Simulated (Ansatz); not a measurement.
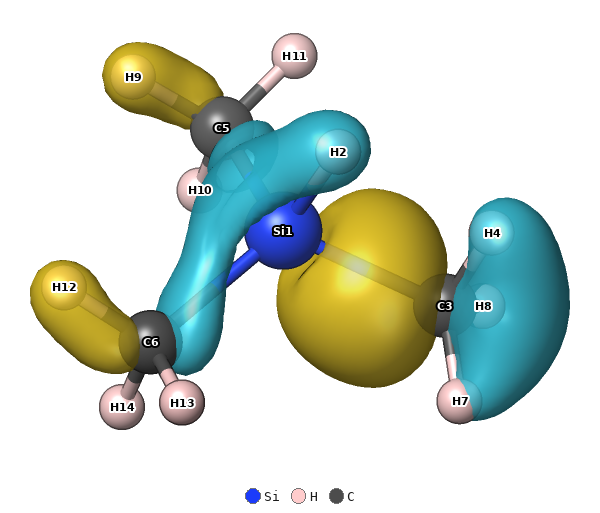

Figure. C3H10Si. The HOMO at ±0.15 Å⁻³ᐟ² (yellow and cyan are the two phases), seen at an oblique angle.

Not at a stationary point (largest force 1.6 eV/Å).

Level of theory: RKS PBE-D4/def2-SVP in Ansatz 0.2.0.

```xyz
14

Si   -0.0249   -0.3712   -0.0375
H     0.1767   -1.7893   -0.2662
C     1.4459    0.0321   -1.1430
H     1.7469   -1.0173   -1.1413
C     0.2489    0.0816    1.7820
C    -1.7157    0.2670   -0.6036
H     1.1793    0.3235   -2.1783
H     2.2376    0.6950   -0.7472
H    -0.5873   -0.2880    2.4104
H     0.2991    1.1845    1.8945
H     1.1917   -0.3498    2.1738
H    -2.5317   -0.1465    0.0238
H    -1.9214    0.0055   -1.6605
H    -1.7452    1.3729   -0.5073
```

Question: What is the character of this orbital?

Answer: By Hirshfeld shares it lies mainly on C3 (about 40 %) and Si1 (about 25 %). Its energy is −6.84 eV.
